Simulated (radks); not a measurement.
Computed with the in-house radial solver radks: scalar-relativistic Kohn-Sham, PBE, spin-polarised, spherical densities, point nucleus. The occupation of the 3p shell is varied from K²⁺ ([Ne] 3s2 3p5 (high spin)) to K⁺ ([Ar]), with spherical fractional occupations. Wanted, and plotted below: the total energy less the straight line between the end points, and the eigenvalue of 3p↓ (the dashed line is minus the energy to take the whole electron out).

The curve is convex (below the straight line), with the largest deviation among the points computed, −1.71 eV, at 0.5. The end points differ by 31.6 eV, the energy to take the electron out. The eigenvalue, which is the slope of the energy (Janak's theorem), moves from −38.6 eV at 0 to −24.9 eV at 1; for a straight line it would stay constant, and a parabola would sag by an eighth of this change, scaled to a whole electron, 1.71 eV. Convexity is the mark of the delocalisation error, which puts fractional charges too low; for p, d and f shells the spherical spreading of the fraction adds to it.

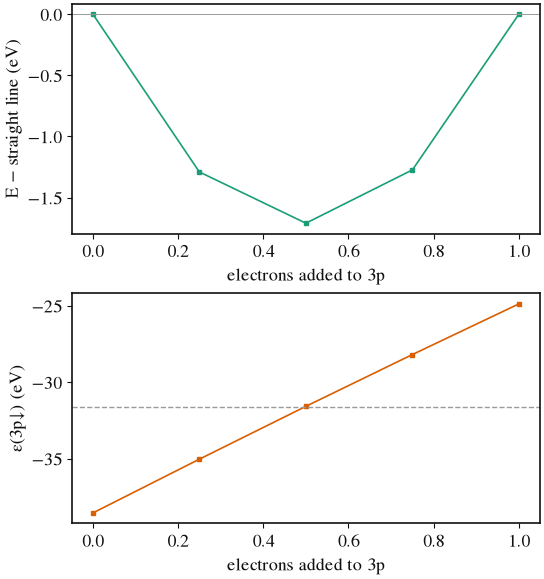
